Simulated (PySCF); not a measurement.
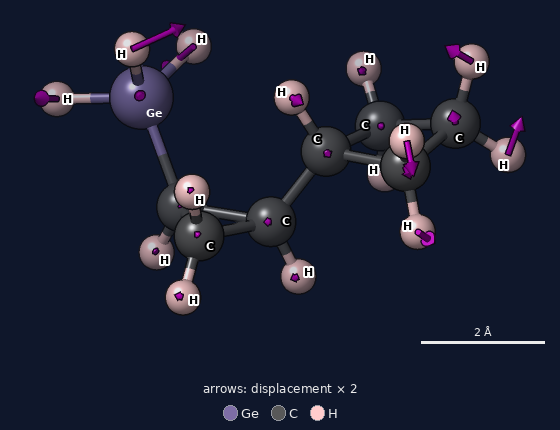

A relaxation of C₇H₁₄Ge. The starting structure is drawn; purple arrows show the displacements, magnified 2 times. The two geometries are superimposed by the best rigid fit.

Style: ball-and-stick. Shown from a free direction.

The start comes from GFN2-xTB. Its atoms were then displaced at random by about 0.01 Å.

The calculation used PySCF, PBE0-D3(BJ)/def2-SVP geometry optimisation, gas phase. 

What did the optimiser do to the structure, and how much energy did it gain?

Answer. The largest move after the best rigid fit is that of an H atom, 0.58 Å. Largest moves by element: H 0.58 Å, C 0.14 Å, Ge 0.10 Å. Some distances before and after: C–H 1.056 → 1.100 Å, Ge–H 1.505 → 1.541 Å, C–C 1.541 → 1.510 Å, C–C 1.526 → 1.497 Å. Bond angles that change, for instance: C–Ge–H 114.3° → 111.3°, C–C–H 116.3° → 113.3°, Ge–C–C 120.5° → 123.4°. Groups turn about C–Ge by about 20°. The energy falls by 0.240 eV in 13 geometry steps.
